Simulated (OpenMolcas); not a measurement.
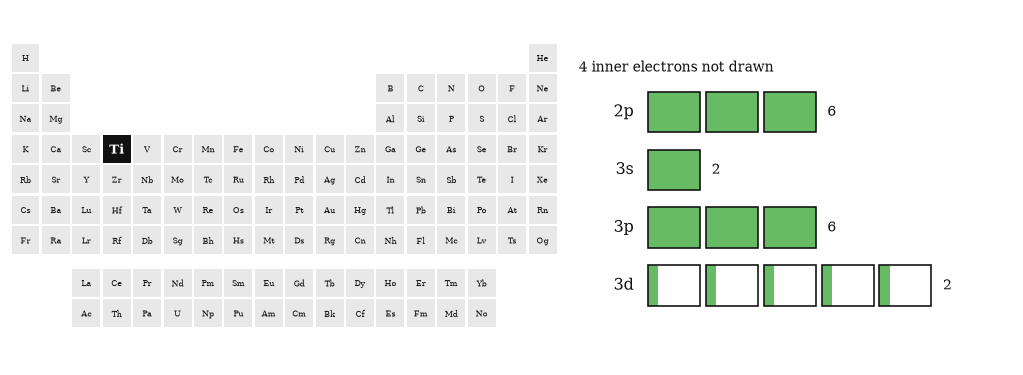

**Figure 1.** Left, the place of titanium in the periodic table; right, the outer shells of the leading configuration of the lowest level: a box for each of the 2l + 1 orbitals, shaded by the share of the shell that is filled, with the electron count at the right.

**Multiconfigurational calculation for Ti²⁺ complex**

System: Ti²⁺ with 8 ligands (F; cube, 2.221 Å), embedded in CaF2 by model potentials and point charges, whose field is part of the energies.
Method: state-averaged CASSCF, active space 2 electrons in the shell 3d, basis ANO-RCC-VDZP on the metal and ANO-RCC-VDZP on the ligands, DKH2 scalar Hamiltonian, spin-orbit coupling by RASSI with atomic mean-field integrals (OpenMolcas).

## Summary

| quantity | value |
| --- | --- |
| outcome | converged |
| energy of the lowest spin-free term | −1651.03585 hartree |
| energy of the lowest spin-orbit level | −1651.03587 hartree |
| largest spread among components of a term | 0.0 cm⁻¹ |
| hardware | 1 thread of Arm Neoverse V1, 24 GiB of memory available, shared host |
| wall time | 21 s |
| peak memory | 0.18 GiB |

## Notes

Without dynamic correlation the splittings between terms come out too large, often by 20 to 50 %. Limits: the geometry is set by hand, with no relaxation.

## The input
```
&GATEWAY
Basis set
Ti.ANO-RCC-VDZP.
Ti1 0.0 0.0 0.0 Angstrom
End of basis
Basis set
F.ANO-RCC-VDZP.
L1 1.282295 1.282295 1.282295 Angstrom
L2 1.282295 1.282295 -1.282295 Angstrom
L3 1.282295 -1.282295 1.282295 Angstrom
L4 1.282295 -1.282295 -1.282295 Angstrom
End of basis
Basis set
Ca.EMB-AIMP.Pascual.0s.0s.ECP.CaF2.
PseudoCharge
* 21 symmetry-unique lattice sites within 7.6 angstrom
End of basis
Basis set
F.EMB-AIMP.Pascual.0s.0s.ECP.CaF2.
PseudoCharge
* 40 symmetry-unique lattice sites within 7.6 angstrom
End of basis
Symmetry
XYZ
AngMom=0.0 0.0 0.0
AMFI
RICD
XField
1348 Angstrom 0
* Evjen-weighted lattice charges
&SEWARD
&RASSCF
FileOrb=start.orb
Symmetry=1
Spin=3
nActEl=2 0 0
Inactive=23 26
Ras2=5 0
CIRoot=10 10 1
SDav=10
CIMx=300
Iter=150 100
PrWF=0.3
OrbListing=Nothing
MaxOrb=0
LevShft=1.0
>>> COPY $Project.JobIph JOB001
&RASSCF
FileOrb=start.orb
Symmetry=1
Spin=1
nActEl=2 0 0
Inactive=23 26
Ras2=5 0
CIRoot=15 15 1
SDav=15
CIMx=300
Iter=150 100
PrWF=0.3
OrbListing=Nothing
MaxOrb=0
LevShft=1.0
>>> COPY $Project.JobIph JOB002
&RASSI
NrOfJobIphs=2 10 15
1 2 3 4 5 6 7 8 9 10
1 2 3 4 5 6 7 8 9 10 11 12 13 14 15
IphNames
JOB001
JOB002
EJob
SpinOrbit
DIPRint=1.0
SOCoupling=1000.0
Subsets=2
Property=9
'ANGMOM' 1 'ANGMOM' 2 'ANGMOM' 3 'MLTPL  1' 1 'MLTPL  1' 2 'MLTPL  1' 3
'AMFI' 1 'AMFI' 2 'AMFI' 3
SOProperty=3
'ANGMOM' 1 'ANGMOM' 2 'ANGMOM' 3
```

The file start.orb holds starting orbitals from an earlier step. A driver script formed the levels outside the program, from RASSI's spin-orbit matrix and the active-space energies, averaged over the components of each term or state.

Run as:
```bash
OMP_NUM_THREADS=1 MOLCAS_MEM=2457 MOLCAS_PROJECT=a pymolcas a.inp > a.log  # once for each step of the input, in one work folder
```

## The program's output (extracts)
```
--- SEWARD ---
Basis set label: TI.ANO-RCC...5S4P2D1F.

      Electronic valence basis set:
      ------------------
      Associated Effective Charge  22.000000 au
      Associated Actual Charge     22.000000 au
      Nuclear Model: Point charge

      Shell  nPrim  nBasis  Cartesian Spherical Contaminant
         s      21       5        X
         p      15       4        X
         d      10       2                 X
         f       6       1                 X
                  Relativistic Douglas-Kroll-Hess integrals:
                    - DKH order of Hamiltonian: 2
                    - DKH order of Properties : 0
                  Atomic mean-field integrals
--- RASSCF ---
Wave function specifications:
      -----------------------------

      Number of closed shell electrons          98
      Number of electrons in active shells       2
      Max number of holes in RAS1 space          0
      Max nr of electrons in RAS3 space          0
      Number of inactive orbitals               49
      Number of active orbitals                  5
      Number of secondary orbitals              92
      Spin quantum number                      1.0
      State symmetry                             1
Orbital specifications:
      -----------------------

      Symmetry species                           1   2
                                                ag  au
      Frozen orbitals                            0   0
      Inactive orbitals                         23  26
      Active orbitals                            5   0
      RAS1 orbitals                              0   0
      RAS2 orbitals                              5   0
      RAS3 orbitals                              0   0
      Secondary orbitals                        43  49
      Deleted orbitals                           0   0
      Number of basis functions                 71  75
      Number of CSFs                            10
      Number of root(s) required                10
      Iter CI   SX   CI       RASSCF       Energy    max ROT     max BLB   max BLB  Level Ln srch  Step   QN
          iter iter root      energy       change     param      element    value   shift minimum  type update
 Nr of preliminary CI iterations:   1
      Total energies have been shifted. Add                -1000.00 au
        1   1   10    0  -650.26068454    0.00E+00  -5.40E-02    8  40 2 -3.07E-01*  0.79   0.00    SX    NO
        2   1    9    0  -650.93086138   -6.70E-01* -2.67E-02    7  40 2 -3.29E-02*  0.85   0.00    SX    NO
        3   1    9    0  -650.96232566   -3.15E-02* -8.77E-03   20  63 1  1.63E-02*  0.88   0.00    SX    NO
        4   1    8    0  -650.96812761   -5.80E-03* -3.30E-03   16  29 2  7.32E-03*  0.88   0.00    SX    NO
        5   1    8    0  -650.96975048   -1.62E-03* -3.82E-03   16  29 2  4.53E-03*  0.89   2.21    LS   YES
        6   1    8    0  -650.97044370   -6.93E-04* -1.83E-03   20  63 1 -1.37E-03*  0.89   1.04    QN   YES
        7   1    7    0  -650.97049928   -5.56E-05* -1.61E-03    6  39 2 -1.02E-03*  0.89   1.89    LS   YES
        8   1    7    0  -650.97051477   -1.55E-05* -2.39E-04    4  37 2 -8.53E-04*  0.89   0.99    QN   YES
        9   1    6    0  -650.97051901   -4.24E-06* -1.51E-04    6  29 2  2.37E-04*  0.89   1.36    QN   YES
       10   1    6    0  -650.97051977   -7.59E-07* -3.13E-05    4  37 2  9.27E-05   0.89   1.32    QN   YES
       11   1    5    0  -650.97051986   -8.94E-08*  2.32E-05    4  37 2  3.73E-05   0.89   1.33    QN   YES
       12   1    5    0  -650.97051987   -1.06E-08* -1.06E-05    4  27 2 -1.30E-05   0.89   1.23    QN   YES
       13   1    4    0  -650.97051987   -1.13E-09  -4.72E-06   20  63 1 -3.43E-06   0.89   1.27    QN   YES
      Convergence after 13 iterations
       14   1    4    0  -650.97051987   -1.34E-10  -4.72E-06   28  34 1  5.70E-07   0.89   1.27    QN   YES
      Natural orbitals and occupation numbers for root  1
      sym 1:  -0.000000  -0.000000   1.000000   0.000000   1.000000
      Natural orbitals and occupation numbers for root  2
      sym 1:  -0.000000   0.753195   0.246805   0.246805   0.753195
      Natural orbitals and occupation numbers for root  3
      sym 1:   0.522225   0.477775   0.522225   0.000000   0.477775
::    RASSCF root number  1 Total energy:  -1651.03585483
::    RASSCF root number  2 Total energy:  -1650.99679224
::    RASSCF root number  3 Total energy:  -1650.99679224
::    RASSCF root number  4 Total energy:  -1650.99679224
::    RASSCF root number  5 Total energy:  -1650.97084671
::    RASSCF root number  6 Total energy:  -1650.97084671
::    RASSCF root number  7 Total energy:  -1650.97084671
::    RASSCF root number  8 Total energy:  -1650.92214235
::    RASSCF root number  9 Total energy:  -1650.92214235
::    RASSCF root number 10 Total energy:  -1650.92214235
--- RASSCF ---
Wave function specifications:
      -----------------------------

      Number of closed shell electrons          98
      Number of electrons in active shells       2
      Max number of holes in RAS1 space          0
      Max nr of electrons in RAS3 space          0
      Number of inactive orbitals               49
      Number of active orbitals                  5
      Number of secondary orbitals              92
      Spin quantum number                      0.0
      State symmetry                             1
Orbital specifications:
      -----------------------

      Symmetry species                           1   2
                                                ag  au
      Frozen orbitals                            0   0
      Inactive orbitals                         23  26
      Active orbitals                            5   0
      RAS1 orbitals                              0   0
      RAS2 orbitals                              5   0
      RAS3 orbitals                              0   0
      Secondary orbitals                        43  49
      Deleted orbitals                           0   0
      Number of basis functions                 71  75
      Number of CSFs                            15
      Number of root(s) required                15
      Iter CI   SX   CI       RASSCF       Energy    max ROT     max BLB   max BLB  Level Ln srch  Step   QN
          iter iter root      energy       change     param      element    value   shift minimum  type update
 Nr of preliminary CI iterations:   1
      Total energies have been shifted. Add                -1000.00 au
        1   1    9    0  -650.91215137    0.00E+00  -9.74E-03   25  31 1 -7.09E-03*  0.89   0.00    SX    NO
        2   1    9    0  -650.91269576   -5.44E-04*  4.00E-03    9  39 2 -4.29E-03*  0.88   0.00    SX    NO
        3   1    8    0  -650.91281957   -1.24E-04*  2.22E-03    9  39 2 -1.80E-03*  0.88   0.00    SX    NO
        4   1    8    0  -650.91285426   -3.47E-05*  1.22E-03    9  39 2 -8.69E-04*  0.88   0.00    SX    NO
        5   1    7    0  -650.91286449   -1.02E-05*  1.60E-03    9  39 2 -4.24E-04*  0.88   2.32    LS   YES
        6   1    6    0  -650.91286890   -4.41E-06* -1.63E-04    9  39 2  1.61E-04*  0.88   0.93    QN   YES
        7   1    6    0  -650.91286904   -1.41E-07* -2.44E-04   12  29 1  6.99E-05   0.88   2.50    LS   YES
        8   1    6    0  -650.91286903    1.44E-08* -9.39E-05    9  39 2 -1.10E-04*  0.88   0.45    LS   YES
        9   1    6    0  -650.91286907   -4.04E-08*  8.45E-05    9  39 2 -4.79E-05   0.88   1.41    QN   YES
       10   1    5    0  -650.91286909   -2.48E-08* -1.85E-05   12  29 1  1.71E-05   0.88   1.28    QN   YES
       11   1    4    0  -650.91286909   -2.56E-09  -3.03E-06   14  26 1  6.58E-06   0.88   1.22    QN   YES
      Convergence after 11 iterations
       12   1    4    0  -650.91286909   -3.66E-10  -3.03E-06   14  26 1  3.50E-06   0.88   1.22    QN   YES
      Natural orbitals and occupation numbers for root  1
      sym 1:   0.026635   0.002147   0.978781   0.013657   0.978781
      Natural orbitals and occupation numbers for root  2
      sym 1:   0.001658   0.026145   0.978781   0.014636   0.978781
      Natural orbitals and occupation numbers for root  3
      sym 1:   0.092984   0.092984   0.860524   0.092984   0.860524
::    RASSCF root number  1 Total energy:  -1650.97884404
::    RASSCF root number  2 Total energy:  -1650.97884404
::    RASSCF root number  3 Total energy:  -1650.94100949
::    RASSCF root number  4 Total energy:  -1650.93983280
::    RASSCF root number  5 Total energy:  -1650.93983280
::    RASSCF root number  6 Total energy:  -1650.93983280
::    RASSCF root number  7 Total energy:  -1650.92032424
::    RASSCF root number  8 Total energy:  -1650.92032424
::    RASSCF root number  9 Total energy:  -1650.92032424
::    RASSCF root number 10 Total energy:  -1650.88634399
::    RASSCF root number 11 Total energy:  -1650.88634399
::    RASSCF root number 12 Total energy:  -1650.88532342
::    RASSCF root number 13 Total energy:  -1650.88532342
::    RASSCF root number 14 Total energy:  -1650.88532342
::    RASSCF root number 15 Total energy:  -1650.78520949
--- RASSI ---
SPIN-FREE ENERGIES:
  (Shifted by EMIN (a.u.) =      -1651.0358548350)

 SF State       Relative EMIN(au)   Rel lowest level(eV)    D:o, cm**(-1)

     1             0.0000000000        0.0000000000              0.0000
     2             0.0390625995        1.0629474823           8573.2496
     3             0.0390625995        1.0629474823           8573.2496
     4             0.0390625995        1.0629474823           8573.2496
    11             0.0570107908        1.5513426484          12512.4223
    12             0.0570107908        1.5513426484          12512.4223
     7             0.0650081219        1.7689611153          14267.6336
     5             0.0650081219        1.7689611153          14267.6336
     6             0.0650081219        1.7689611153          14267.6336
    13             0.0948453432        2.5808732670          20816.1467
    14             0.0960220388        2.6128927869          21074.4016
    15             0.0960220388        2.6128927869          21074.4016
    16             0.0960220388        2.6128927869          21074.4016
     8             0.1137124867        3.0942743953          24957.0061
     9             0.1137124867        3.0942743953          24957.0061
    10             0.1137124867        3.0942743953          24957.0061
    17             0.1155305955        3.1437476564          25356.0349
    18             0.1155305955        3.1437476564          25356.0349
    19             0.1155305955        3.1437476564          25356.0349
    20             0.1495108433        4.0683973042          32813.8372
    21             0.1495108433        4.0683973042          32813.8372
    22             0.1505314171        4.0961685315          33037.8273
    23             0.1505314171        4.0961685315          33037.8273
    24             0.1505314175        4.0961685450          33037.8274
    25             0.2506453490        6.8204074019          55010.2956
     Dipole printing threshold changed to   1.00000000E+00
Eigenvalues of complex Hamiltonian:
   -----------------------------------
  (Shifted by EMIN (a.u.) =      -1651.0358548350)

 SO State       Relative EMIN(au)   Rel lowest level(eV)    D:o, cm**(-1)

     1            -0.0000188374        0.0000000000              0.0000
     2            -0.0000188374        0.0000000000              0.0000
     3            -0.0000188374        0.0000000000              0.0000
     4             0.0387695203        1.0554849847           8513.0605
     5             0.0389157628        1.0594644452           8545.1570
     6             0.0389157628        1.0594644452           8545.1570
     7             0.0389157628        1.0594644452           8545.1570
     8             0.0391514832        1.0658787232           8596.8917
     9             0.0391514832        1.0658787232           8596.8917
    10             0.0391972056        1.0671228938           8606.9266
    11             0.0391972056        1.0671228938           8606.9266
    12             0.0391972056        1.0671228938           8606.9266
    13             0.0569879563        1.5512338817          12511.5450
    14             0.0569879563        1.5512338817          12511.5450
    15             0.0646901564        1.7608214235          14201.9826
    16             0.0646901564        1.7608214235          14201.9826
    17             0.0646901564        1.7608214236          14201.9826
    18             0.0647491835        1.7624276335          14214.9375
    19             0.0647491835        1.7624276335          14214.9375
    20             0.0653392001        1.7784828032          14344.4312
    21             0.0653392001        1.7784828032          14344.4312
    22             0.0653392001        1.7784828032          14344.4312
    23             0.0656402577        1.7866749994          14410.5057
    24             0.0948579613        2.5817292162          20823.0504
    25             0.0959880884        2.6124815419          21071.0847
    26             0.0959880884        2.6124815419          21071.0847
    27             0.0959880884        2.6124815419          21071.0847
    28             0.1133485537        3.0848838688          24881.2664
    29             0.1135234895        3.0896441132          24919.6603
    30             0.1135234895        3.0896441132          24919.6603
    31             0.1135234895        3.0896441132          24919.6603
    32             0.1138977754        3.0998289507          25001.8066
    33             0.1138977754        3.0998289507          25001.8066
    34             0.1139303052        3.1007141319          25008.9461
    35             0.1139303052        3.1007141319          25008.9461
    36             0.1139303052        3.1007141319          25008.9461
    37             0.1155469875        3.1447062997          25363.7668
    38             0.1155469875        3.1447062997          25363.7668
    39             0.1155469875        3.1447062997          25363.7668
    40             0.1495184439        4.0691167194          32819.6397
    41             0.1495184439        4.0691167194          32819.6397
Weights of the five most important spin-orbit-free states for each spin-orbit state.

 SO State  Total energy (au)           Spin-free states, spin, and weights
 -------------------------------------------------------------------------------------------------------
    1        -0.000019       1 1.0  0.9996    4 1.0  0.0002    2 1.0  0.0001    3 1.0  0.0001   16 0.0  0.0000
    2        -0.000019       1 1.0  0.9996    3 1.0  0.0002    4 1.0  0.0002    2 1.0  0.0001   15 0.0  0.0000
    3        -0.000019       1 1.0  0.9996    2 1.0  0.0002    3 1.0  0.0001    4 1.0  0.0001   14 0.0  0.0000
    4         0.038770       3 1.0  0.3333    4 1.0  0.3333    2 1.0  0.3333   11 0.0  0.0000    5 1.0  0.0000
    5         0.038916       4 1.0  0.4995    3 1.0  0.2838    2 1.0  0.2158    1 1.0  0.0004    6 1.0  0.0002
    6         0.038916       4 1.0  0.4801    2 1.0  0.2916    3 1.0  0.2274    1 1.0  0.0004    6 1.0  0.0002
    7         0.038916       2 1.0  0.4918    3 1.0  0.4879    4 1.0  0.0195    1 1.0  0.0004    7 1.0  0.0002
    8         0.039151       3 1.0  0.3342    4 1.0  0.3335    2 1.0  0.3296   12 0.0  0.0010    5 1.0  0.0004
    9         0.039151       2 1.0  0.3353    4 1.0  0.3313    3 1.0  0.3307   11 0.0  0.0010    6 1.0  0.0005
   10         0.039197       4 1.0  0.4545    2 1.0  0.3811    3 1.0  0.1640    6 1.0  0.0002    5 1.0  0.0001
   11         0.039197       3 1.0  0.6606    4 1.0  0.1843    2 1.0  0.1547    5 1.0  0.0002    7 1.0  0.0002
   12         0.039197       2 1.0  0.4639    4 1.0  0.3608    3 1.0  0.1750    6 1.0  0.0002    7 1.0  0.0001
```

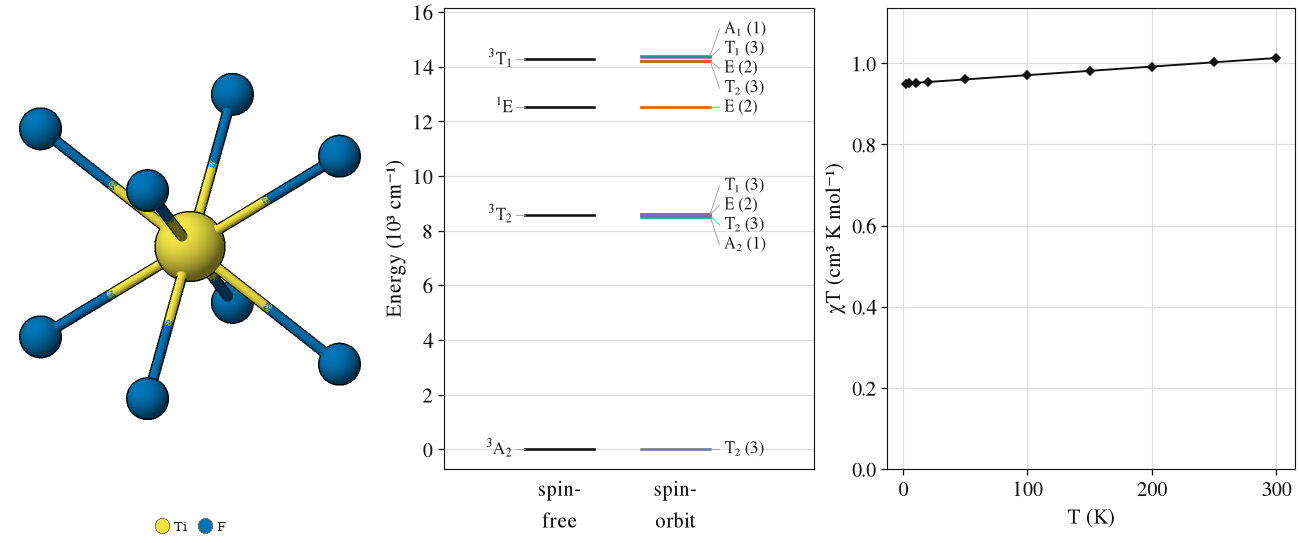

**Figure 2.** Ti²⁺ (3d²) as a dopant in CaF₂, a cluster with its 8 nearest F⁻ at 2.221 Å (cube) embedded in model potentials and point charges; the geometry was set, not optimised, and its levels and susceptibility. Labels give the representation in O, Td, D4 or D3 as the site allows (double group for half-integer spin) where it could be assigned and, in brackets, the degeneracy; spin-free states, where drawn, share the zero of the spin-orbit levels. Powder susceptibility by Van Vleck's formula. The ground level is T₂, 3-fold degenerate, 100 % from states of spin multiplicity 3. The next level lies at 8,510 cm⁻¹ (A₂). The lowest spin-free state is ³A₂, from the free-ion F term; of the same spin there follow at 8,570 cm⁻¹ (³T₂) and 14,300 cm⁻¹ (³T₁) above it. χT is 0.950 cm³ K mol⁻¹ at 2 K and 1.01 at 300 K, an effective moment of 2.85 μB. The active orbitals hold 94 to 97 % metal character (Löwdin), and the Mulliken charge of the metal is +1.64.
